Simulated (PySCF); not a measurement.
Frequency calculation of CoN₂ (charge −1)

CoN₂, charge −1, computed with UKS-based PBE0, Co def2-SVPD, N def2-SVPD; non-relativistic Hamiltonian; density fitting (PySCF 2.14.0).

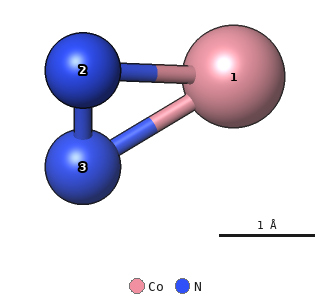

Fig. 1: The input geometry (ball-and-stick view, seen at a tilt; atoms are numbered from 1 in the order of the input). Sticks mark near contacts. Bond lengths as drawn: Co–N 1.90 Å and N–N 1.18 Å.

**Input file**
```python
from pyscf import gto, scf, dft
mol = gto.M(atom='''
Co    -0.000000     0.000000    -0.580570
N      0.592312    -0.000000     1.221028
N     -0.592312     0.000000     1.221028''',
    basis={'Co': 'def2-SVPD', 'N': 'def2-SVPD'},
    charge=-1, spin=0)
mf = dft.UKS(mol, xc='PBE0')
mf.grids.atom_grid = (75, 302)
aux = {'Co': 'def2-universal-JKFIT', 'N': 'def2-universal-JKFIT'}
mf = mf.density_fit(auxbasis=aux)
mf.conv_tol = 1e-09
mf.diis_space = 10
mf.max_cycle = 60
mf.verbose = 4
mf.kernel()
```

The script is an equivalent of the set-up of the self-consistent field. The run itself was carried out by a driver, which started from the orbitals of the step before it where there was one and computed the further properties.

Launched with:
```bash
OMP_NUM_THREADS=2 python axn.py task.json out
```

**The program's output**
```
init E= -1491.61062294214
  alpha nocc = 21  HOMO = -0.00406131097906304  LUMO = 0.146288451962985
  beta  nocc = 21  HOMO = 0.0349283383313299  LUMO = 0.146288451962985
  HOMO = 0.0349283383313  LUMO = 0.146288451963  gap/eV = 3.03026
cycle= 1 E= -1491.61062294168  delta_E= 4.52e-10  |g|= 3.79e-05  |ddm|= 4.23e-05
  alpha nocc = 21  HOMO = -0.00407894082180782  LUMO = 0.146285442207037
  beta  nocc = 21  HOMO = 0.034923306426478  LUMO = 0.146285442207037
  HOMO = 0.0349233064265  LUMO = 0.146285442207  gap/eV = 3.03032
cycle= 2 E= -1491.61062293453  delta_E= 7.16e-09  |g|= 0.000149  |ddm|= 0.00016
  alpha nocc = 21  HOMO = -0.00406359958968849  LUMO = 0.146288060698037
  beta  nocc = 21  HOMO = 0.0349277358375533  LUMO = 0.146288060698037
  HOMO = 0.0349277358376  LUMO = 0.146288060698  gap/eV = 3.03027
cycle= 3 E= -1491.61062294208  delta_E= -7.55e-09  |g|= 1.9e-05  |ddm|= 0.000137
  alpha nocc = 21  HOMO = -0.00406471091479688  LUMO = 0.146287870540896
  beta  nocc = 21  HOMO = 0.0349274235557653  LUMO = 0.146287870540896
  HOMO = 0.0349274235558  LUMO = 0.146287870541  gap/eV = 3.03027
cycle= 4 E= -1491.61062294222  delta_E= -1.35e-10  |g|= 1.41e-06  |ddm|= 1.45e-05
  alpha nocc = 21  HOMO = -0.0040649048073842  LUMO = 0.146287834603148
  beta  nocc = 21  HOMO = 0.0349275019318158  LUMO = 0.146287834603148
  HOMO = 0.0349275019318  LUMO = 0.146287834603  gap/eV = 3.03027
cycle= 5 E= -1491.61062294227  delta_E= -5.68e-11  |g|= 1.29e-06  |ddm|= 2.89e-05
  alpha nocc = 21  HOMO = -0.00406498054672433  LUMO = 0.146287819492062
  beta  nocc = 21  HOMO = 0.0349274899578678  LUMO = 0.146287819492062
  HOMO = 0.0349274899579  LUMO = 0.146287819492  gap/eV = 3.03027
Extra cycle  E= -1491.61062294228  delta_E= -2.73e-12  |g|= 1.28e-06  |ddm|= 5.62e-06
converged SCF energy = -1491.61062294228  <S^2> = 1.3728088  2S+1 = 2.5477903
```

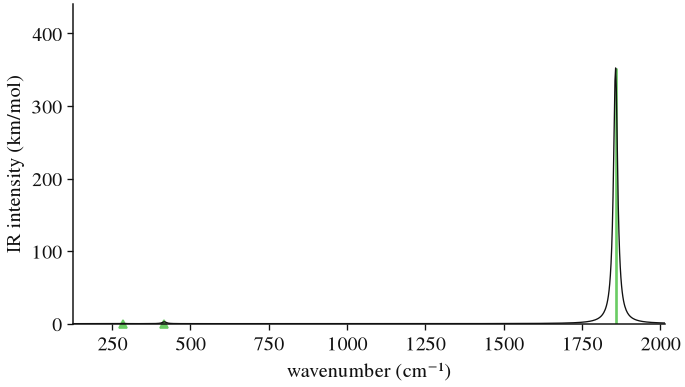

Fig. 2: Harmonic infrared spectrum, unscaled: sticks (degenerate modes added up, dark ones marked on the axis) with a Lorentzian envelope of 16 cm⁻¹ full width, scaled to the tallest stick. 3 modes from 284 to 1857 cm⁻¹, none imaginary. The strongest line is at 1857 cm⁻¹ (352 km/mol). All modes, in cm⁻¹ (km/mol): 284 (0.4), 416 (2.5), 1857 (352).

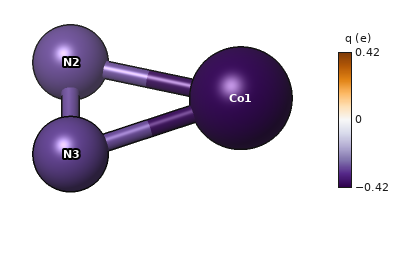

Fig. 3: Mulliken charges, as the colour of each atom (ball-and-stick view, seen at an oblique angle; atoms are numbered from 1 in the order of the input). By element: Co −0.40 and N −0.30 e.

**Key numbers**

```csv
quantity,value
outcome,converged
total energy,−1491.610623 hartree
⟨S²⟩,1.373
HOMO,0.95 eV
LUMO,3.34 eV
zero-point energy,0.005826 hartree
"wavenumbers, lowest and highest",284 and 1857 cm⁻¹
hardware,"2 threads of Arm Neoverse N1, 54 GiB of memory available, shared host"
wall time,48 s (CPU time 84 s)
peak memory,0.83 GiB
```

**Remarks**

Checks after the run noted: spin contamination. ⟨S²⟩ is 1.37 against 0.00 for a pure state: the solution is spin-contaminated. The highest filled orbital lies above zero: either the extra electron isn't bound at this level, or the self-interaction error of the functional lifts the level. The run takes a singlet; with an open-shell metal another spin state may lie lower.
